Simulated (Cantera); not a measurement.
Input: 1 mol MgSO₄, 0.32 mol C, 6.4 mol O₂, held at 1950 °C.

Cantera equilibrium calculation (NASA polynomials, part measured and part estimated; ideal gas, pure solids and liquids). Candidate condensed phases: C, Mg, MgCO₃, MgO, MgS, MgSO₄, S; 26 gas species. Kinetics and transport are ignored.

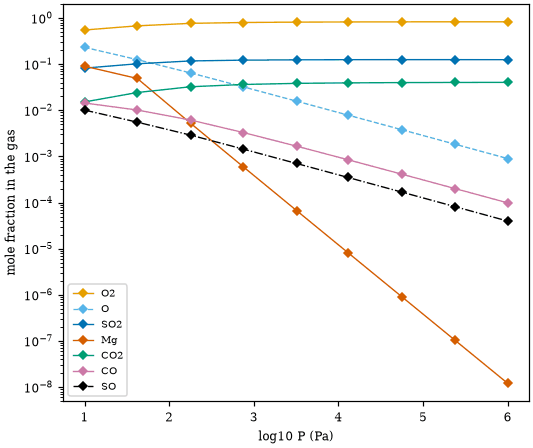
Equilibrium gas composition (values under 1e-9 drawn at 1e-9)

Problem. Read off the mole fractions at 0.130 bar.

Solution. O₂ about 0.83, SO₂ about 0.13, CO₂ about 0.039, O about 0.0079, CO about 0.00085, SO about 0.00035, Mg about 8.2e-6.
